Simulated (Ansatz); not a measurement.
# H5NSi···H2: what the fields show

The calculation's input:

```
crystal:
  periodic: [false, false, false]
  atoms:
    - { symbol: Si, position_ang: [-0.509345, 0.052161, -0.412061] }
    - { symbol: H, position_ang: [0.045675, -0.067396, 2.206022] }
    - { symbol: H, position_ang: [0.78085, -0.120431, 0.314675] }
    - { symbol: H, position_ang: [-0.44336, 1.3664, -1.099949] }
    - { symbol: H, position_ang: [-0.600463, -1.051295, -1.403092] }
    - { symbol: "N", position_ang: [-2.030826, 0.013507, 0.51358] }
    - { symbol: H, position_ang: [-2.363826, -0.872858, 0.876591] }
    - { symbol: H, position_ang: [-2.258766, 0.772222, 1.141663] }
    - { symbol: H, position_ang: [-0.65264, -0.092309, 2.317871] }
basis:
  gaussian: { orbitals: "6-31G*" }
hamiltonian:
  xc: b3lyp
  dispersion: d4
relax:
  f_tol: 0.03
  max_steps: 50
output:
  orbitals: {}
```

Command:

```sh
ansatz run input.yaml --threads 1 --pin off --max-ram 2048MiB --backend cpu --events-out ev --progress --plain --runs-dir out
```

The fields are those of the run's last geometry, not of the input's.

Method: RKS B3LYP-D4/6-31G* (Ansatz).

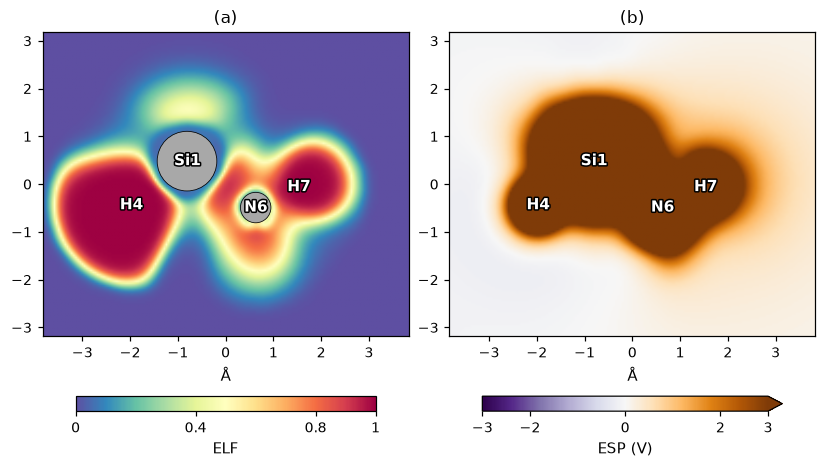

Figure 1. (a) electron localisation function; (b) molecular electrostatic potential on the plane of atoms H4, Si1 and N6. Grey discs cover the atomic cores in the ELF map.

**What do the fields say about this system?**

The section cuts through Si, H and N sites.
Si–N (1.74 Å): the ELF peaks at about 0.90 between the atoms; a shared but strongly polarised pair.
N–H (1.01 Å): the ELF climbs to about 1 towards the hydrogen, as it does in any bond to H: an ordinary covalent bond to hydrogen.
Si–H (1.49 Å): the ELF climbs to about 1 towards the hydrogen.
The potential has no marked negative region in this plane.

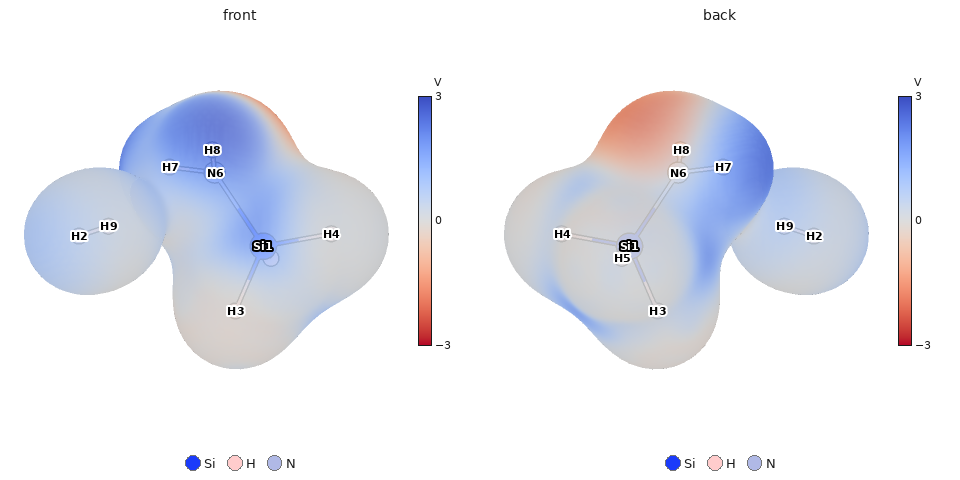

Figure 2. The molecular electrostatic potential painted on the density surface at 0.004 e/bohr³, seen from the front and from behind; the colour scale runs from red (negative) to blue (positive).

**Where is the surface potential most negative and most positive?**

The most negative region (about −1.7 V, or −39 kcal/mol for a unit charge) lies over N6, the most positive (about +2.3 V, or +53 kcal/mol for a unit charge) over H7 and H8. N6 is the likeliest acceptor of a hydrogen bond.

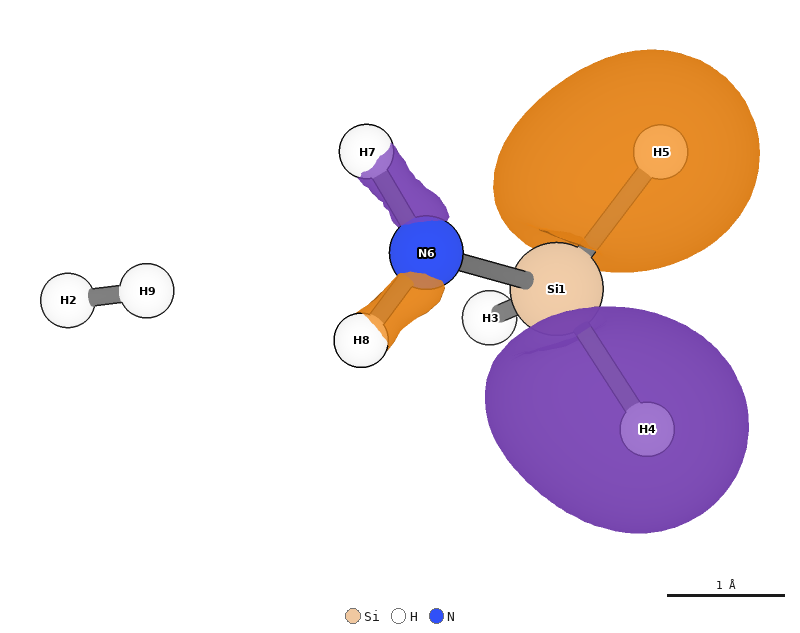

Figure 3. The HOMO−1 at ±0.15 Å⁻³ᐟ² (orange and purple are the two phases), seen from one side.

**Describe this orbital and give its energy.**

By Hirshfeld shares it lies mainly on Si1 (about 40 %), H4 (about 30 %) and H5 (about 25 %). Its energy is −9.23 eV.

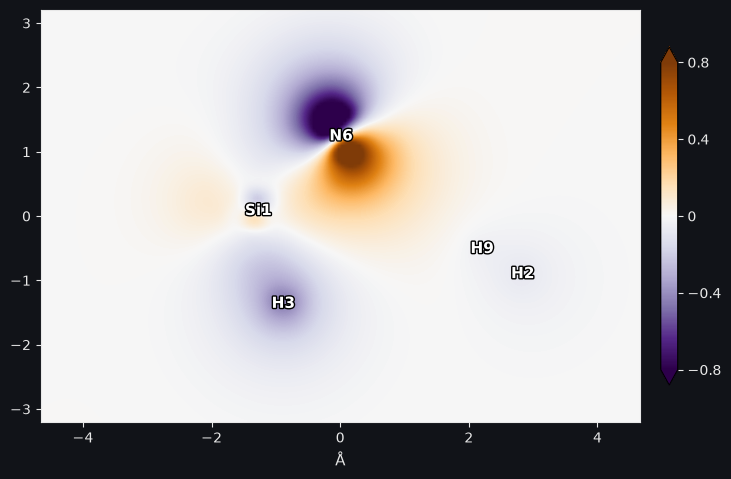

Figure 4. The HOMO on the plane of atoms H3, Si1 and N6 (values in Å⁻³ᐟ²; the overall sign is arbitrary).

**Describe this orbital and give its energy.**

By Hirshfeld shares it lies mainly on N6 (about 65 %) and H3 (about 10 %). Its energy is −6.87 eV.
